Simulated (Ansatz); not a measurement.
## Electronic structure of CH$_{10}$BNOSi$_{2}$ (SMILES BO[Si](C)(N)[SiH3]) in real space

```xyz
16

B     2.2196   -0.4971   -1.2212
O     1.1523    0.2577   -0.9526
Si   -0.3283    0.1326   -0.1488
C    -0.6802   -1.6663    0.2012
N    -1.6059    0.7611   -1.1011
Si   -0.0976    1.4773    1.7572
H     3.1265   -0.0176   -1.8497
H     2.2761   -1.6428   -0.8422
H     0.1199   -2.1247    0.7880
H    -0.7690   -2.2323   -0.7323
H    -1.6177   -1.7725    0.7535
H    -1.6644    1.7450   -1.3057
H    -2.0158    0.2150   -1.8420
H     1.1337    1.1229    2.5068
H    -0.0121    2.9077    1.3679
H    -1.2599    1.3111    2.6653
```

Method: RKS BHLYP/def2-SVP (Ansatz).

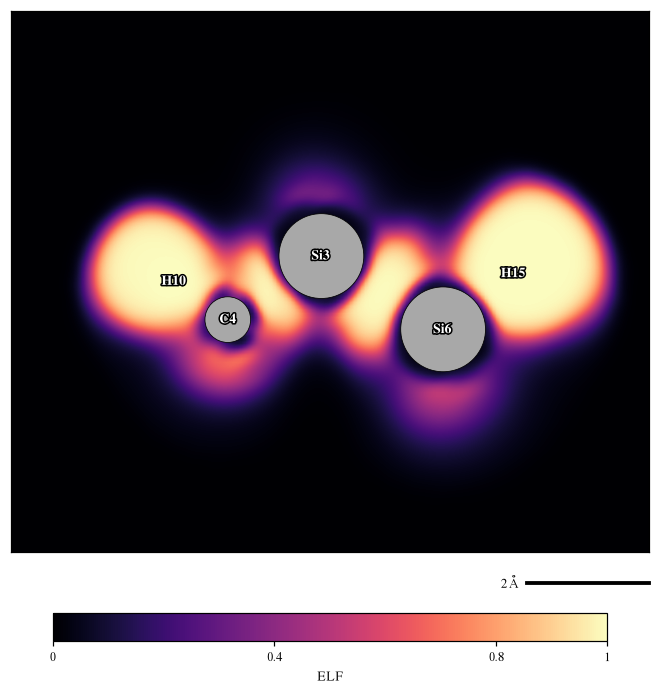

Figure 1. Electron localisation function on the plane of atoms C4, Si3 and Si6. Grey discs cover the atomic cores.

Describe what can be read from this map.

Answer. The plane passes through Si, C and H nuclei.
C–Si (1.87 Å): the ELF peaks at about 1 between the atoms (localised, covalent bonding).
Si–Si (2.34 Å): the ELF peaks at about 1 between the atoms (localised, covalent bonding).
C–H (1.10 Å): the ELF climbs to about 1 towards the hydrogen, as it does in any bond to H: an ordinary covalent bond to hydrogen.

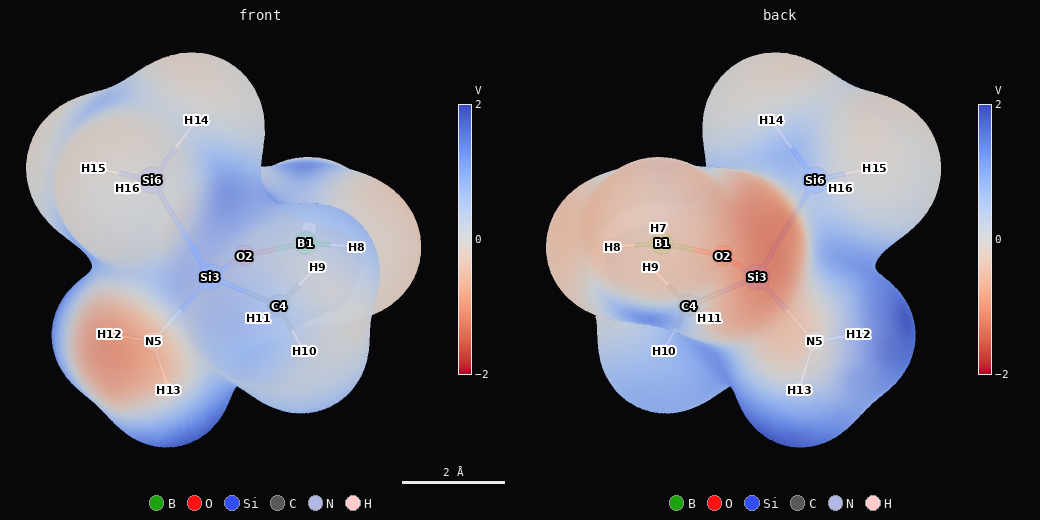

Figure 2. The electrostatic potential painted on the density surface at 0.002 e/bohr³, seen from the front and from behind; red is negative and blue positive.

Describe the electrostatic potential map.

Answer. The most negative region (about −1.2 V, or −28 kcal/mol for a unit charge) lies over O2, the most positive (about +1.8 V, or +42 kcal/mol for a unit charge) over H12 and H13. O2 is the likeliest acceptor of a hydrogen bond.

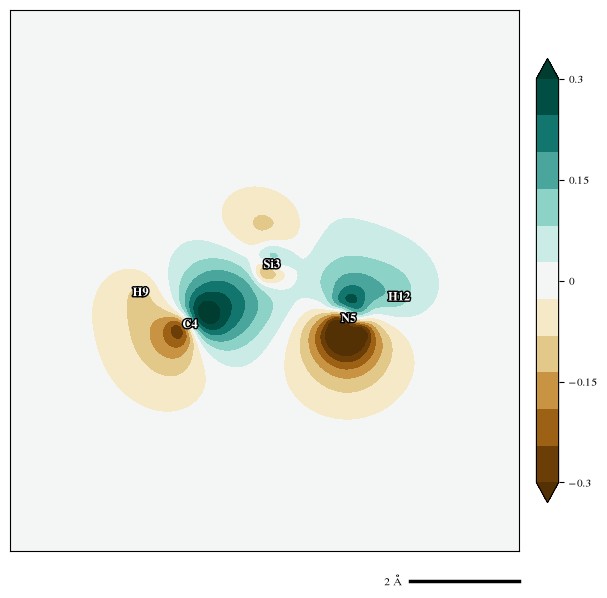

Figure 3. The HOMO−1 on the plane of atoms Si3, C4 and H9 (values in Å⁻³ᐟ²; the overall sign is arbitrary).

Describe this orbital and give its energy.

Answer. Its weight (Hirshfeld) is mainly on N5 (about 35 %), O2 (about 15 %), Si3 (about 10 %), B1 (about 10 %), C4 (about 5 %) and H7 (about 5 %). Its energy is −9.18 eV.
